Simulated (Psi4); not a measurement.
**NH3 (ammonia): B3LYP/cc-pVDZ-F12 (sweep point 1)**

What is the energy change on altering one bond length of NH3 (ammonia) at B3LYP/cc-pVDZ-F12 (sweep point 1)? Input form: a Python script.

The results are computed with Psi4 1.11.

## Step 1: The molecule

NH3 has 4 atoms, charge 0, and is taken as a singlet. As SMILES, `N`. The coordinates come from a GFN2-xTB relaxation.

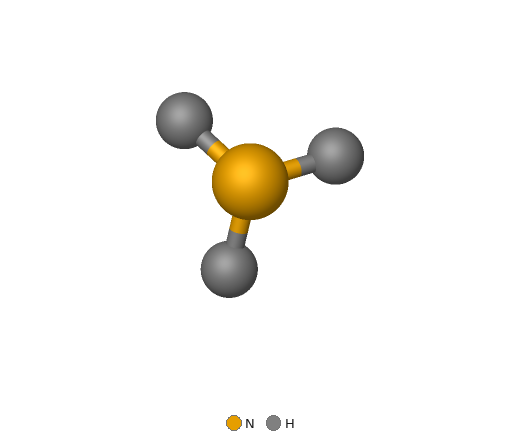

The structure, seen from a chosen angle (nitrogen amber, hydrogen grey).

## Step 2: The energy at B3LYP/cc-pVDZ-F12 (sweep point 1)

File run.py:

```python
import psi4

psi4.set_memory('1600 MB')
psi4.set_num_threads(1)
psi4.set_output_file('psi4.out', False)

molecule = psi4.geometry("""
N     -0.068160     0.242830     0.108060
H      0.491930    -0.300470     0.753380
H     -0.891960    -0.300620    -0.118350
H      0.468190     0.358250    -0.743090
symmetry c1
""")

options = {'basis': 'cc-pVDZ-F12', 'puream': True, 'scf_type': 'pk', 'dft_radial_points': 99, 'dft_spherical_points': 590}
psi4.set_options(options)

E = psi4.energy("B3LYP", molecule=molecule)
print('E =', round(E, 9))
```

Launch:

```bash
$ python run.py
```

psi4.out:

```text
[...]
  Running in c1 symmetry.
[...]
  Nuclear repulsion =   11.945306870429269
[...]
  Multiplicity = 1
[...]
  Nalpha       = 5
  Nbeta        = 5
[...]
    Number of basis functions: 57
[...]
   @RKS iter   1:   -56.31122098798720   -1.44964e-01   1.46708e-02 ADIIS/DIIS
[...]
   @RKS iter   7:   -56.58714468551895   -5.06752e-09   1.67730e-07 DIIS
[...]
    Orbital Energies [Eh]
    ---------------------
    Doubly Occupied:
       1A    -14.299266     2A     -0.856837     3A     -0.468752
       4A     -0.468644     5A     -0.272356
[...]
  @RKS Final Energy:   -56.58714468551895
   => Energetics <=
    Nuclear Repulsion Energy =             11.9453068704292686
    One-Electron Energy =                 -99.6639923039520141
    Two-Electron Energy =                  37.6274333260765061
    DFT Exchange-Correlation Energy =      -6.4958925780727093
    Empirical Dispersion Energy =           0.0000000000000000
    VV10 Nonlocal Energy =                  0.0000000000000000
    Total Energy =                        -56.5871446855189504
[...]
 Multipole Moments:
 ------------------------------------------------------------------------------------
     Multipole            Electronic (a.u.)      Nuclear  (a.u.)        Total (a.u.)
 ------------------------------------------------------------------------------------
 L = 1.  Multiply by 2.5417464519 to convert [e a0] to [Debye]
 Dipole X            :         -0.0603626            0.2102521            0.1498895
 Dipole Y            :          0.2145736           -0.7490616           -0.5344879
 Dipole Z            :          0.0955854           -0.3333310           -0.2377455
 Magnitude           :                                                    0.6038768
[...]
```

Standard output:

```text
E = -56.587144686
```

Wall time 3.9 s (1 thread of Intel Xeon 6975P-C (Granite Rapids), shared host); peak memory 0.63 GiB.

## Step 3: The distorted shape at the same level

File job.py:

```python
import psi4

psi4.set_memory(1600000000)
psi4.set_num_threads(1)
psi4.core.set_output_file('h3n.out', False)

mol = psi4.geometry("""
N     -0.497261     0.150490     0.789013
H      0.062829    -0.392810     1.434333
H     -1.321061    -0.392960     0.562603
H      0.468190     0.358250    -0.743090
symmetry c1
""")

psi4.set_options({
    'basis': 'cc-pVDZ-F12',
    'puream': True,
    'scf_type': 'pk',
    'dft_radial_points': 99,
    'dft_spherical_points': 590,
})

energy_value, wavefunction = psi4.energy("b3lyp", return_wfn=True)
print('E =', round(energy_value, 9))
```

Launch:

```bash
$ python job.py
```

h3n.out:

```text
[...]
  Running in c1 symmetry.
[...]
  Nuclear repulsion =   10.124809371840493
[...]
  Multiplicity = 1
[...]
  Nalpha       = 5
  Nbeta        = 5
[...]
    Number of basis functions: 57
[...]
   @RKS iter   1:   -56.00037842986372   -4.67888e-02   1.65219e-02 DIIS/ADIIS
[...]
   @RKS iter   9:   -56.44900961304970   -9.24778e-09   1.56059e-07 DIIS
[...]
    Orbital Energies [Eh]
    ---------------------
    Doubly Occupied:
       1A    -14.347325     2A     -0.832247     3A     -0.478376
       4A     -0.356919     5A     -0.276166
[...]
  @RKS Final Energy:   -56.44900961304970
   => Energetics <=
    Nuclear Repulsion Energy =             10.1248093718404935
    One-Electron Energy =                 -95.9963855659931937
    Two-Electron Energy =                  35.7716481278346592
    DFT Exchange-Correlation Energy =      -6.3490815467316573
    Empirical Dispersion Energy =           0.0000000000000000
    VV10 Nonlocal Energy =                  0.0000000000000000
    Total Energy =                        -56.4490096130496966
[...]
 Multipole Moments:
 ------------------------------------------------------------------------------------
     Multipole            Electronic (a.u.)      Nuclear  (a.u.)        Total (a.u.)
 ------------------------------------------------------------------------------------
 L = 1.  Multiply by 2.5417464519 to convert [e a0] to [Debye]
 Dipole X            :         -0.4742928            0.5411623            0.0668696
 Dipole Y            :          0.1495545           -0.6778516           -0.5282971
 Dipole Z            :          0.7525468           -0.8584622           -0.1059154
 Magnitude           :                                                    0.5429434
[...]
```

On the terminal:

```text
E = -56.449009613
```

Wall time 4.5 s (1 thread of Intel Xeon 6975P-C (Granite Rapids), shared host); peak memory 0.62 GiB.

## Step 4: Summary of results

At B3LYP/cc-pVDZ-F12 (sweep point 1):

| quantity | value |
| --- | --- |
| first shape: total energy | -56.58714 Eh |
| first shape: dipole moment | 1.53 D |
| first shape: HOMO energy | -7.41 eV |
| first shape: LUMO energy | 0.09 eV |
| first shape: HOMO–LUMO gap | 7.50 eV |
| distorted shape: total energy | -56.44901 Eh |
| distorted shape: dipole moment | 1.38 D |
| distorted shape: HOMO energy | -7.51 eV |
| distorted shape: LUMO energy | -3.02 eV |
| distorted shape: HOMO–LUMO gap | 4.49 eV |
| energy change with the N1–H4 bond stretched from 1.013 to 1.823 Å | 3.759 eV |

With the N1–H4 bond stretched from 1.013 to 1.823 Å the energy rises by 3.76 eV (87 kcal/mol). The first shape isn't relaxed at this level, so the change isn't measured from a minimum. A restricted reference can't describe the breaking bond well at this length.
